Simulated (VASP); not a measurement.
Band structure of HfSi$_{2}$ (space group Cmcm). These are PBE GGA, VASP's PBE PAW potentials (set 64) (plane waves; VASP) values and carry that method's errors.

Unless said otherwise, spin-orbit coupling is left out, though it shifts the bands of the heavy elements here.

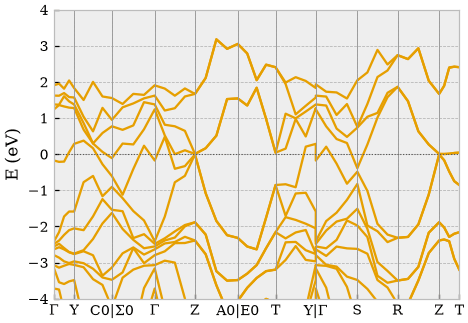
*Bands along high-symmetry lines, zero at the valence-band maximum or, without a gap, the Fermi level*

### Question
Read the plot: is there a gap, and where are the band edges?

### Answer
It has no gap at this level: it comes out as a metal or semimetal.

The structure comes from a computed database's HfSi2 entry; how it stands against other phases isn't given here. The cell was not relaxed at this level.
